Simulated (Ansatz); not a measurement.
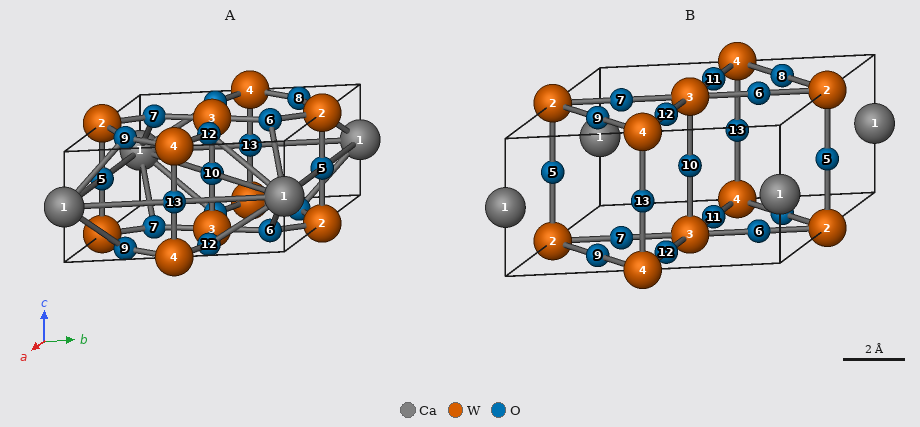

Two geometries of a crystal of CaW₃O₉ (a generated structure, set up in P6/mmm) (coarse preliminary run), drawn at one scale. One is the start of a relaxation, the other its converged end. A ball-and-stick model of the cell of the calculation, seen slightly off an axis.

Method: DFT PBE, scalar-relativistic, plane waves, PAW (Ansatz). (plane-wave cutoff 420 eV; k-point mesh 3 × 3 × 4; occupations gaussian; smearing width 0.1 eV; no spin polarisation; cell and atoms relaxed; force threshold 0.04 eV/Å; at most 70 steps)

Question: Which one is relaxed?

Answer: Structure A is the relaxed one. Over 8 accepted moves (10 points after the start) the energy falls by 2378 meV per atom. The largest force component goes from 2.8 to 0.00031 eV/Å. Pressure: −25.78 GPa at the start and 0.00 GPa at the end. At 2 points the geometry stayed and the basis and grid were re-selected for the new cell (energy shift of 4.5 meV per atom at most each time). The largest moves relative to the cell, 0.56 Å, are those of O6, O7, O8, O9, O11 and O12. O11 goes along [−1 −2 0]. Ca and W stay in place. Cell: a = b 9.265 → 7.428 Å (−19.8 %), c 4.755 → 3.819 Å (−19.7 %). Volume −48.4 %. Some distances before and after: Ca1–O11 4.663 → 3.273 Å, Ca1–O10 4.633 → 3.714 Å, W2–O5 2.377 → 1.909 Å, W2–O6 2.316 → 1.939 Å. Bond angles that change, for instance: O8–W4–O11 60.0° → 93.4°, O8–W4–O12 120.0° → 86.6°, W2–O9–W4 180.0° → 146.6°. The space group stays P6/mmm (No. 191). The run took 2.7 min on 1 thread of Arm Neoverse V1, with other jobs on the host, peak memory 0.6 GiB.
